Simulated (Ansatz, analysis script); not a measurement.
## Fixed-spin-moment curve of FePt (Tetraferroplatinum)

Aim: the energy of FePt (Tetraferroplatinum) as its total moment is fixed at a series of values, and its answer to a field.

Method: PBE, PAW set soft_1, in Ansatz 0.2.0.

### Step 1. The structure

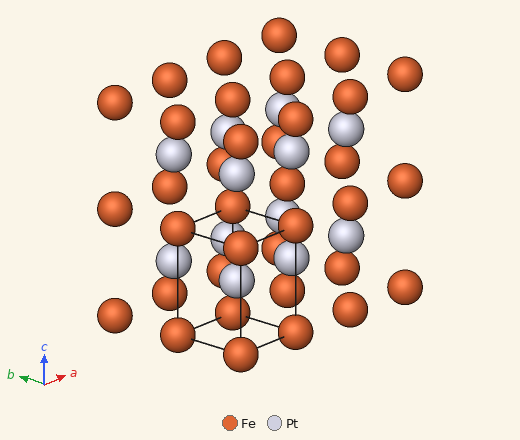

The cell as given, from a free direction (iron orange, platinum light grey). 3×2×2 cells are drawn. Some periodic images of atoms are drawn too.

### Step 2. Starting state

The work starts on two spin channels, which tell the size of the moments.

File input.yaml:

```yaml
crystal:
  lattice:
    - [2.7235, 0.0, 0.0]
    - [0.0, 2.7235, 0.0]
    - [0.0, 0.0, 3.72]
  atoms:
    - { symbol: Fe, position: [0.0, 0.0, 0.0], spin: 2.8 }
    - { symbol: Pt, position: [0.5, 0.5, 0.5] }
magnetization:
  spin_polarized: true
kpoints:
  mp_grid: { grid: [12, 12, 9] }
hamiltonian:
  xc: pbe
  pseudopotentials: { kind: paw, azcp: { folder: soft_1 } }
scf:
  occupations: { method: fermi_dirac, width: 0.05 }
  max_iter: 120
  convergence: { dr2_threshold: 1.0e-08 }
  lower_state_search: "off"
output:
  write_density: true
  write_potential: true
  elf: true
  volumetric_format: npy
```

Launch:

```console
ansatz run input.yaml --threads 2 --pin off --max-ram 5120MiB --backend cpu --events-out ev --progress --plain --runs-dir out
```

Numbers of over 12 decimals in the logs are rounded to 6 here.

The program printed:

```text
Engine: ansatz 0.2.0, aarch64-unknown-linux-gnu
Pseudopotentials: kind: paw
Pseudopotential: Fe, paw, valence charge 16, recommended cutoff 420 eV (normal), soft_1/Fe.paw.azcp
Pseudopotential: Pt, paw, valence charge 18, recommended cutoff 420 eV (normal), soft_1/Pt.paw.azcp
Functional definition: PBE
  parameter kappa = 0.804
  parameter beta = 0.066725
  exchange = pbe_x(kappa = kappa, mu = beta*pi^2/3)
  correlation = pbe_c(beta = beta)
Crystal: 2 atoms, lattice volume = 27.593 Å³
Basis set: ecut = 420 eV, 545 PW (Γ)
Bands: 23, of which v1, the nominal top of the filled ones, is band 17 counted from 1 (16 counted from 0)
Symmetry: 16 space group operations
Space group: P4/mmm (ITA 123), of the structure as read, at distance tolerance 3.0e-5 Å
Magnetic group: BNS 123.339 (UNI 999), of the structure as read, at distance tolerance 3.0e-5 Å
k-points: 140 of 1296
Non-local potential: Fe, projectors of the file, l = 0: 3, l = 1: 2, l = 2: 3, l = 3: 1
Non-local potential: Pt, projectors of the file, l = 0: 3, l = 1: 2, l = 2: 2, l = 3: 1
PAW form: soft (Blöchl's): semilocal exchange-correlation on the pseudo side does not see the compensation charge
PAW one-centre angular grid: Fe, 590 points (default); XC on 64 Gauss nodes
PAW one-centre angular grid: Pt, 590 points (default); XC on 64 Gauss nodes
Initial density: superposition of atomic densities (chi_scale 0.1, normalization cell)
Starting moments: Σ|m| = 2.8 μB on 1 of 2 sites
Initial wavefunctions: pseudopotential atomic-orbital guess
Functional: x = pbe(κ = 0.804, μ = 0.219515), c = pbe(β = 0.066725)
SCF iter   1: F=—  HF=-17007.922514 eV  |F-HF|=—  |Δ(HF+E_count)|=         —  Δρ=2.14e-1 (↑9.14e-2 ↓2.14e-1)  dr2=3.51e1  dr2_m=1.81e0  M=1.594 μB ∫|m|=1.665 μB  β_m=0.30  ethr=3.10e-3  ⟨swp⟩=4.3  Hψ=23921  notcnv=0
preconditioner: auto → none  [metal: Δε(μ)=0.004 eV  Ē_g=9.385 eV  σ=0.050 eV  W_gap=0.02  n_scr=6 (ndim 8)  ℏωp=30.0 eV  f_vac=0.000  D(μ)=2.98/eV (n_scr^D=36)  sad-step TF]
SCF iter   2: F=—  HF=-17006.499953 eV  |F-HF|=—  |Δ(HF+E_count)|=    1.42e0  Δρ=1.14e-1 (↑7.40e-2 ↓1.14e-1)  dr2=7.13e0  dr2_m=2.18e-1  M=2.982 μB ∫|m|=3.013 μB  β_m=1.00  ethr=3.10e-3  ⟨swp⟩=3.0  Hψ=15814  notcnv=0  defer=104
SCF iter   3: F=—  HF=-17005.480495 eV  |F-HF|=—  |Δ(HF+E_count)|=    1.02e0  Δρ=3.95e-2 (↑1.58e-2 ↓3.95e-2)  dr2=3.15e-1  dr2_m=1.25e-1  M=3.192 μB ∫|m|=3.286 μB  β_m=1.00  ethr=3.10e-3  ⟨swp⟩=2.8  Hψ=14763  notcnv=0  defer=163
SCF iter   4: F=—  HF=-17005.476622 eV  |F-HF|=—  |Δ(HF+E_count)|=   3.87e-3  Δρ=1.14e-2 (↑8.59e-3 ↓1.14e-2)  dr2=4.71e-2  dr2_m=4.60e-3  M=3.213 μB ∫|m|=3.341 μB  β_m=1.00  ethr=9.27e-4  ⟨swp⟩=2.0  Hψ=9736  notcnv=0  defer=164
SCF iter   5: F=—  HF=-17005.555846 eV  |F-HF|=—  |Δ(HF+E_count)|=   7.92e-2  Δρ=2.72e-3 (↑1.89e-3 ↓2.72e-3)  dr2=1.67e-3  dr2_m=7.69e-4  M=3.220 μB ∫|m|=3.364 μB  β_m=0.30  ethr=1.39e-4  ⟨swp⟩=2.5  Hψ=10529  notcnv=0  defer=166
Mixer restart at iter 5: flushing history
spin-set hold released at iteration 5 (site moments contracting): the magnetisation degrees of freedom join the quasi-Newton model from the next iteration; the mixer history was flushed
SCF iter   6: F=—  HF=-17005.602553 eV  |F-HF|=—  |Δ(HF+E_count)|=   4.67e-2  Δρ=3.92e-3 (↑2.57e-3 ↓3.92e-3)  dr2=1.94e-3  dr2_m=2.39e-3  M=3.241 μB ∫|m|=3.390 μB  β_m=0.64  ethr=4.92e-6  ⟨swp⟩=2.0  Hψ=11410  notcnv=0  defer=166
SCF iter   7: F=—  HF=-17005.697901 eV  |F-HF|=—  |Δ(HF+E_count)|=   9.53e-2  Δρ=2.26e-2 (↑1.29e-2 ↓2.26e-2)  dr2=4.63e-1  dr2_m=7.71e-3  M=3.190 μB ∫|m|=3.365 μB  β_m=0.39  ethr=4.92e-6  ⟨swp⟩=2.9  Hψ=14151  notcnv=0  defer=166  recentre
SCF iter   8: F=—  HF=-17005.653488 eV  |F-HF|=—  |Δ(HF+E_count)|=   4.44e-2  Δρ=6.61e-3 (↑2.31e-3 ↓6.61e-3)  dr2=8.74e-3  dr2_m=4.55e-3  M=3.299 μB ∫|m|=3.464 μB  β_m=0.46  ethr=4.92e-6  ⟨swp⟩=2.1  Hψ=14937  notcnv=0  defer=171
SCF iter   9: F=—  HF=-17005.653280 eV  |F-HF|=—  |Δ(HF+E_count)|=   2.08e-4  Δρ=1.72e-3 (↑1.65e-3 ↓1.72e-3)  dr2=5.24e-4  dr2_m=6.51e-4  M=3.294 μB ∫|m|=3.464 μB  β_m=0.47  ethr=4.92e-6  ⟨swp⟩=2.1  Hψ=9818  notcnv=0  defer=171
SCF iter  10: F=—  HF=-17005.653342 eV  |F-HF|=—  |Δ(HF+E_count)|=   6.16e-5  Δρ=2.54e-4 (↑8.45e-5 ↓2.54e-4)  dr2=1.67e-5  dr2_m=5.55e-6  M=3.294 μB ∫|m|=3.466 μB  β_m=0.52  ethr=1.54e-6  ⟨swp⟩=2.1  Hψ=8678  notcnv=0  defer=171
SCF iter  11: F=—  HF=-17005.653343 eV  |F-HF|=—  |Δ(HF+E_count)|=   1.32e-6  Δρ=6.03e-5 (↑3.58e-5 ↓6.03e-5)  dr2=1.25e-6  dr2_m=3.83e-7  M=3.294 μB ∫|m|=3.466 μB  β_m=0.64  ethr=4.91e-8  ⟨swp⟩=2.1  Hψ=10503  notcnv=0  defer=171
SCF iter  12: F=—  HF=-17005.653346 eV  |F-HF|=—  |Δ(HF+E_count)|=   2.67e-6  Δρ=2.06e-5 (↑9.83e-6 ↓2.06e-5)  dr2=1.02e-7  dr2_m=4.22e-8  M=3.294 μB ∫|m|=3.466 μB  β_m=0.71  ethr=3.68e-9  ⟨swp⟩=1.1  Hψ=6669  notcnv=0  defer=171
iter 13 met the thresholds in force, and the SCF goes on: an eigenvalue changes by 0.44 meV, over its tolerance of 0.16 meV (output.eigenvalues, Limitations)
SCF iter  13: F=-17005.653346 eV  HF=-17005.653346 eV  |F-HF|=3.15e-9  |Δ(HF+E_count)|=   4.80e-8  Δρ=4.48e-6 (↑2.64e-6 ↓4.48e-6)  dr2=6.70e-9  dr2_m=1.94e-9  M=3.294 μB ∫|m|=3.466 μB  β_m=0.81  ethr=2.94e-11  ⟨swp⟩=4.2  Hψ=20682  notcnv=0
SCF iter  14: F=-17005.653346 eV  HF=-17005.653346 eV  |F-HF|=6.00e-10  |Δ(HF+E_count)|=   3.32e-9  Δρ=1.36e-6 (↑6.36e-7 ↓1.36e-6)  dr2=7.36e-10  dr2_m=1.28e-10  M=3.294 μB ∫|m|=3.466 μB  ethr=1.97e-11  ⟨swp⟩=1.0  Hψ=16081  notcnv=0
SCF 1 converged in 14 iterations: F = -17005.653346 eV  dr2 = 7.36e-10
  greatest PAW one-centre occupation: 1.001 electrons in one spin orbital (limit 2), on the Fe atom at site 0 (counted from 0), in its partial waves of l = 1
SCF converged after 14 iterations
an eigenvalue changed by more than its tolerance at an iteration that met the thresholds in force, so the SCF went on 1 time: the last check found none over its tolerance
Magnetization: 3.2938 μB (18.6469 up, 15.3531 down)
Absolute magnetization: 3.4673 μB (∫|ρ↑−ρ↓|, with the PAW one-centre terms)
Spin contamination: 0.0879 ħ² per cell (⟨S²⟩ above its minimum at these occupations)
Per-site moments (μB) at R_I (Å): [(2.963749, 1.104416), (0.393583, 1.104416)]
Free energy (F): -17005.653346 eV
Harris-Foulkes:  -17005.653346 eV  (|F-HF|=6.00e-10)
Internal energy: -17005.641396 eV  (E = F + TS)
E sigma→0 (E₀):  -17005.647371 eV
Entropy (-TS):   -0.011951 eV (-5.975 meV/atom)
Fermi energy:    20.505579 eV
--- Per-component energies (eV) ---
  E_band       = -369.188480
  E_kinetic    = 923.896777
  E_local      = -3659.516695  (includes V_loc(G=0)·N_el)
  E_nonlocal   = 495.522242
  E_hartree    = 1463.892036
  E_xc         = -342.478190
  E_vxc        = -412.844364  (∫ρ·V_xc dr)
  E_paw        = -10866.783220  (= ΣΔE_a)
  E_vpaw       = -644.029771  (= ΣTr[D̂ρ^β])
  E_aug_tail   = 0.000095  (compensation charges beyond the density's cutoff)
  E_ewald      = -5020.174440
  E_smearing   = -0.011951  (= −TS)
  E_closure    = 0.000000  (closes the sum)
  Σ components = -17005.653346   (vs F -17005.653346, Δ=0.00e0)
--- Band table (eV; the first three rows and the last of 280) ---
  k-point 0 ↑: bands = [... 13 lower, 17.5902, 18.3891, 18.5933, 19.9891, 20.1282, 20.1282, 22.7529, 30.2431, ... 2 higher]
  k-point 1 ↑: bands = [... 13 lower, 17.5206, 18.4156, 18.5191, 19.9573, 19.9816, 19.9816, 22.0047, 31.1697, ... 2 higher]
  k-point 2 ↑: bands = [... 13 lower, 17.3359, 18.3158, 18.4880, 19.5937, 19.5937, 19.8712, 20.4604, 33.1896, ... 2 higher]
  k-point 139 ↓: bands = [... 13 lower, 19.2029, 19.3851, 21.3662, 21.4569, 22.2947, 27.7671, 27.7671, 29.0215, ... 2 higher]
```

The job ended after 9.8 s (2 threads of Arm Neoverse V1, shared host; peak memory 0.39 GiB; 18 s of CPU time).

The column dr2 measures how far the density is from self-consistency, as an energy; F and HF (Harris–Foulkes) agree once it is small.

Spin moment in the atom's sphere by atom:

```csv
atom,spin moment in the atom's sphere (μB)
Fe1,2.96
Pt2,0.39
```

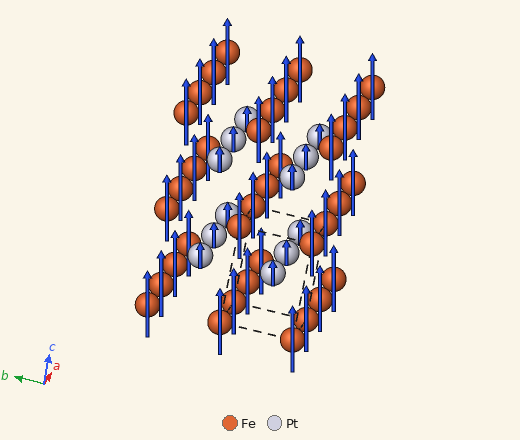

Spin moment in the atom's sphere as arrows, the longest 2.96 μB. Up and down stand for the sign. Arrows give size and sign along the axis of quantisation, drawn up and down the page. Each arrow also spans its atom, so small moments look longer than they are. 3×2×2 cells are drawn. Some periodic images of atoms are drawn too.

Tables count atoms from 1; parts of the log count from 0.

The run ends ferromagnetic, with a net moment of 3.29 μB a cell. With one Fe atom carrying the moment, parallel order of its images is forced by the cell, not found.

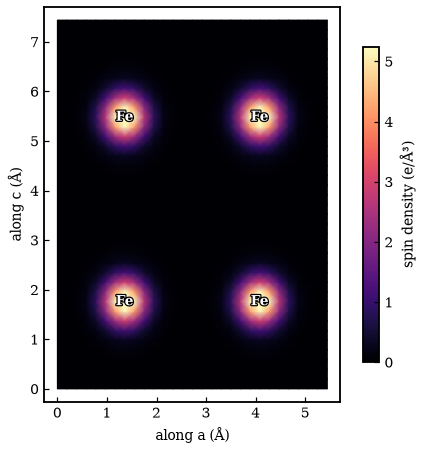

Spin density in the ac plane at fractional y = 0.000, with atoms of Fe within 0.2 Å of it. The map starts off the cell's origin, so that atoms lie inside it.

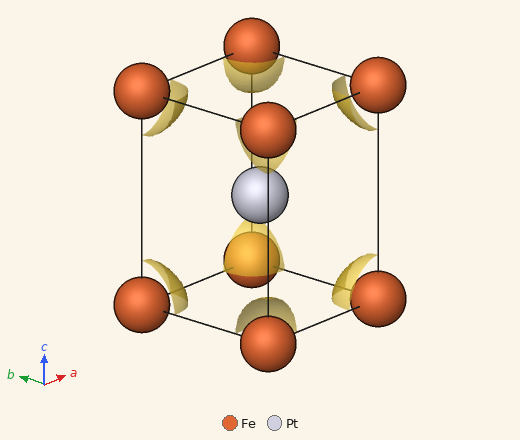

Surface of spin density = 0.37 e/Å³, which holds about 70 % of the integral of its size.

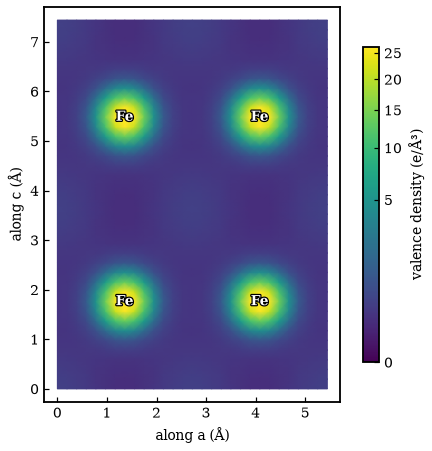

Valence density in the ac plane at fractional y = 0.000, with atoms of Fe within 0.2 Å of it. It is the smooth field of the valence electrons, not physical close to the nuclei. The map starts off the cell's origin, so that atoms lie inside it. The colour scale is stretched toward low values.

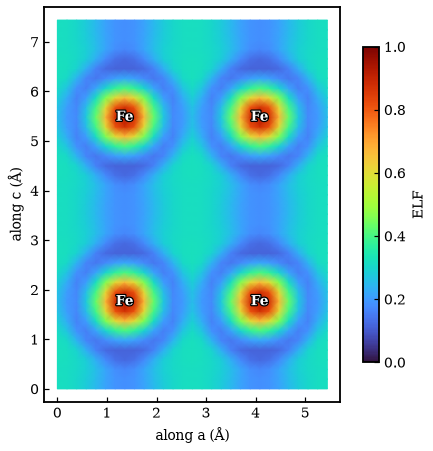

ELF in the ac plane at fractional y = 0.000, with atoms of Fe within 0.2 Å of it. It is the smooth field of the valence electrons, not physical close to the nuclei. The map starts off the cell's origin, so that atoms lie inside it.

### Step 3. Denser mesh

Levels at the Fermi energy are partly filled, so moments and energy differences can hang on the k-mesh, and the state is solved again on a denser one.

input.yaml, the sections that differ from step 2:

```yaml
crystal:
  lattice:
    - [2.7235, 0.0, 0.0]
    - [0.0, 2.7235, 0.0]
    - [0.0, 0.0, 3.72]
  atoms:
    - { symbol: Fe, position: [0.0, 0.0, 0.0], spin: 2.96 }
    - { symbol: Pt, position: [0.5, 0.5, 0.5] }
kpoints:
  mp_grid: { grid: [14, 14, 10] }
basis:
  ecutwfc: 420.0
checkpoint:
  read: start
  write: ck
  compress: false
  write_wavefunctions: false
  write_every: 100000
# magnetization, hamiltonian, scf: as in step 2
# output: removed
```

The program printed:

```text
[...]
SCF converged after 7 iterations
Magnetization: 3.2833 μB (18.6417 up, 15.3583 down)
Absolute magnetization: 3.4566 μB (∫|ρ↑−ρ↓|, with the PAW one-centre terms)
[...]
Per-site moments (μB) at R_I (Å): [(2.959893, 1.104416), (0.386871, 1.104416)]
Free energy (F): -17005.654296 eV
[...]
Internal energy: -17005.643753 eV  (E = F + TS)
E sigma→0 (E₀):  -17005.649024 eV
Entropy (-TS):   -0.010543 eV (-5.271 meV/atom)
Fermi energy:    20.512991 eV
[...]
```

Run time: 6.2 s. Hardware: 2 threads; peak memory 0.43 GiB.

Spin moment in the atom's sphere by atom:

```
atom  spin moment in the atom's sphere (μB)
 Fe1                                   2.96
 Pt2                                   0.39
```

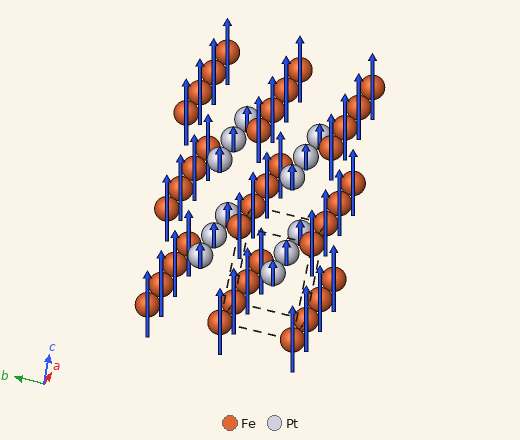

Spin moment in the atom's sphere as arrows, the longest 2.96 μB. Up and down stand for the sign. Arrows give size and sign along the axis of quantisation, drawn up and down the page. Each arrow also spans its atom, so small moments look longer than they are. 3×2×2 cells are drawn. Some periodic images of atoms are drawn too.

The run ends ferromagnetic, with a net moment of 3.28 μB a cell, against 3.29 μB on the first mesh.

### Step 4. The non-magnetic reference

The state without spin is the zero of E(M).

input.yaml, the sections that differ from step 3:

```yaml
crystal:
  lattice:
    - [2.7235, 0.0, 0.0]
    - [0.0, 2.7235, 0.0]
    - [0.0, 0.0, 3.72]
  atoms:
    - { symbol: Fe, position: [0.0, 0.0, 0.0] }
    - { symbol: Pt, position: [0.5, 0.5, 0.5] }
scf:
  occupations: { method: fermi_dirac, width: 0.05 }
  max_iter: 120
  convergence: { dr2_threshold: 1.0e-08 }
# kpoints, hamiltonian, basis: as in step 3
# magnetization: removed
# checkpoint: removed
```

Launch:

```console
ansatz run input.yaml --threads 1 --pin off --max-ram 2560MiB --backend cpu --events-out ev --progress --plain --runs-dir out
```

The program printed:

```text
[...]
Crystal: 2 atoms, lattice volume = 27.593 Å³
Basis set: ecut = 420 eV, 545 PW (Γ)
Bands: 21, of which v1, the nominal top of the filled ones, is band 17 counted from 1 (16 counted from 0)
Symmetry: 16 space group operations
[...]
k-points: 216 of 1960
[...]
SCF iter   1: F=—  HF=-17017.373242 eV  |F-HF|=—  |Δ(HF+E_count)|=         —  Δρ=5.96e-1  dr2=1.43e2  ethr=3.10e-3  ⟨swp⟩=4.1  Hψ=16892  notcnv=0
[...]
SCF iter  10: F=-17004.922994 eV  HF=-17004.922994 eV  |F-HF|=4.73e-10  |Δ(HF+E_count)|=   9.52e-9  Δρ=1.74e-6  dr2=6.15e-10  ethr=2.94e-11  ⟨swp⟩=3.0  Hψ=11064  notcnv=0
SCF 1 converged in 10 iterations: F = -17004.922994 eV  dr2 = 6.15e-10
[...]
SCF converged after 10 iterations
Free energy (F): -17004.922994 eV
[...]
Internal energy: -17004.886621 eV  (E = F + TS)
E sigma→0 (E₀):  -17004.904807 eV
Entropy (-TS):   -0.036373 eV (-18.186 meV/atom)
Fermi energy:    20.369007 eV
[...]
```

Elapsed: 7.6 s, on 1 thread; peak memory 0.36 GiB.

The free collinear run lies 731 meV below it.

### Step 5. Without spin, levels printed

input.yaml: that of step 4 with these lines changed.

```diff
@@ -19 +19,3 @@
   ecutwfc: 420.0
+output:
+  eigenvalues: true
```

The program printed:

```text
[...]
Crystal: 2 atoms, lattice volume = 27.593 Å³
Basis set: ecut = 420 eV, 545 PW (Γ)
Bands: 21, of which v1, the nominal top of the filled ones, is band 17 counted from 1 (16 counted from 0)
Symmetry: 16 space group operations
[...]
k-points: 216 of 1960
[...]
Fermi energy:    20.369007 eV
[...]
--- Band table (eV; the first three rows and the last of 216) ---
  k-point 0: bands = [... 13 lower, 18.7347, 19.0602, 19.9141, 20.7600, 21.0661, 21.0661, 22.8318, 30.5731]
  k-point 1: bands = [... 13 lower, 18.6832, 19.0825, 19.8497, 20.7328, 20.9521, 20.9521, 22.2356, 31.3208]
  k-point 2: bands = [... 13 lower, 18.5462, 19.1446, 19.6386, 20.6529, 20.6529, 20.6578, 20.9611, 33.0417]
  k-point 215: bands = [... 13 lower, 18.2631, 18.4995, 19.9778, 20.7854, 20.9993, 27.5822, 27.5822, 28.7209]
[key lines of the parts left out:]
SCF converged after 10 iterations
Free energy (F): -17004.922994 eV
```

The job ended after 7.6 s (1 thread; peak memory 0.33 GiB).

### Step 6. Total moment fixed at 0.444 μB

Two Fermi levels, one a spin, hold the total moment exactly, which reaches states that a free run would leave.

input.yaml, the sections that differ from step 5:

```yaml
crystal:
  lattice:
    - [2.7235, 0.0, 0.0]
    - [0.0, 2.7235, 0.0]
    - [0.0, 0.0, 3.72]
  atoms:
    - { symbol: Fe, position: [0.0, 0.0, 0.0], spin: 0.444 }
    - { symbol: Pt, position: [0.5, 0.5, 0.5] }
magnetization:
  spin_polarized: true
  initial_magnetization: 0.444
  spin_locking: { lock_magnetization: hard }
scf:
  occupations: { method: fermi_dirac, width: 0.05 }
  max_iter: 120
  convergence: { dr2_threshold: 1.0e-08 }
  lower_state_search: "off"
# kpoints, hamiltonian, basis: as in step 5
# output: removed
```

The program printed:

```text
[...]
Crystal: 2 atoms, lattice volume = 27.593 Å³
Basis set: ecut = 420 eV, 545 PW (Γ)
Bands: 22, of which v1, the nominal top of the filled ones, is band 17 counted from 1 (16 counted from 0)
Symmetry: 16 space group operations
[...]
k-points: 216 of 1960
[...]
Starting moments: Σ|m| = 0.444 μB on 1 of 2 sites
[...]
SCF iter   1: F=—  HF=-17008.777316 eV  |F-HF|=—  |Δ(HF+E_count)|=         —  Δρ=1.87e-1 (↑1.70e-1 ↓1.87e-1)  dr2=5.49e1  dr2_m=2.01e-2  M=0.444 μB ∫|m|=0.446 μB  β_m=0.30  ethr=3.10e-3  ⟨swp⟩=4.1  Hψ=35167  notcnv=0
[...]
SCF iter  20: F=-17004.945626 eV  HF=-17004.945626 eV  |F-HF|=1.24e-10  |Δ(HF+E_count)|=   2.41e-9  Δρ=7.95e-7 (↑7.56e-7 ↓7.95e-7)  dr2=2.82e-10  dr2_m=9.40e-11  M=0.444 μB ∫|m|=0.544 μB  ethr=7.38e-12  ⟨swp⟩=1.0  Hψ=25847  notcnv=0
SCF 1 converged in 20 iterations: F = -17004.945626 eV  dr2 = 2.82e-10
[...]
SCF converged after 20 iterations
Stability checked in part: among states of this total moment the steps that led to this state did not find it unstable. No probe was made; neither looks for a lower state of another moment (fixed_total_moment; see scf.lower_state_search)
Magnetization: 0.4440 μB (17.2220 up, 16.7780 down)
Absolute magnetization: 0.5459 μB (∫|ρ↑−ρ↓|, with the PAW one-centre terms)
[...]
Per-site moments (μB) at R_I (Å): [(0.485540, 1.104416), (-0.020903, 1.104416)]
Free energy (F): -17004.945626 eV
[...]
Internal energy: -17004.908892 eV  (E = F + TS)
E sigma→0 (E₀):  -17004.927259 eV
Entropy (-TS):   -0.036734 eV (-18.367 meV/atom)
Fermi energy:    20.380868 (↑ 20.287017, ↓ 20.474719) eV
[...]
```

It took 25 s on 1 thread; peak memory 0.42 GiB.

The energy is -22.6 meV from the state without spin, and the largest site carries 0.486 μB.

### Step 7. Total moment fixed at 0.889 μB

input.yaml, the sections that differ from step 6:

```yaml
crystal:
  lattice:
    - [2.7235, 0.0, 0.0]
    - [0.0, 2.7235, 0.0]
    - [0.0, 0.0, 3.72]
  atoms:
    - { symbol: Fe, position: [0.0, 0.0, 0.0], spin: 0.889 }
    - { symbol: Pt, position: [0.5, 0.5, 0.5] }
magnetization:
  spin_polarized: true
  initial_magnetization: 0.889
  spin_locking: { lock_magnetization: hard }
# kpoints, hamiltonian, scf, basis: as in step 6
```

The program printed:

```text
[...]
Crystal: 2 atoms, lattice volume = 27.593 Å³
Basis set: ecut = 420 eV, 545 PW (Γ)
Bands: 22, of which v1, the nominal top of the filled ones, is band 17 counted from 1 (16 counted from 0)
Symmetry: 16 space group operations
[...]
k-points: 216 of 1960
[...]
Starting moments: Σ|m| = 0.889 μB on 1 of 2 sites
[...]
Magnetization: 0.8890 μB (17.4445 up, 16.5555 down)
Absolute magnetization: 1.0277 μB (∫|ρ↑−ρ↓|, with the PAW one-centre terms)
[...]
Per-site moments (μB) at R_I (Å): [(0.936495, 1.104416), (-0.00727868, 1.104416)]
Free energy (F): -17005.003797 eV
[...]
Internal energy: -17004.965982 eV  (E = F + TS)
E sigma→0 (E₀):  -17004.984890 eV
Entropy (-TS):   -0.037815 eV (-18.907 meV/atom)
Fermi energy:    20.396095 (↑ 20.229715, ↓ 20.562476) eV
[...]
[key lines of the parts left out:]
SCF converged after 16 iterations
```

Run time: 22 s. Hardware: 1 thread; peak memory 0.42 GiB.

The energy is -80.8 meV from the state without spin, and the largest site carries 0.936 μB.

(Continued in part 2 of 2.)

[Logs and program files are shortened in this print: banners, set-up blocks, solver, clock and traceback lines can be left out without a mark of their own.]

[Logs are printed without paths, hosts, clocks, repeated set-up lines and the standing remarks that a program may print on its own settings, such as how far it seeks lower states.]

[Hosts, paths, dates, database ids (printed as entryN), source tags and the programs' standing remarks are cut or masked in the printed files.]
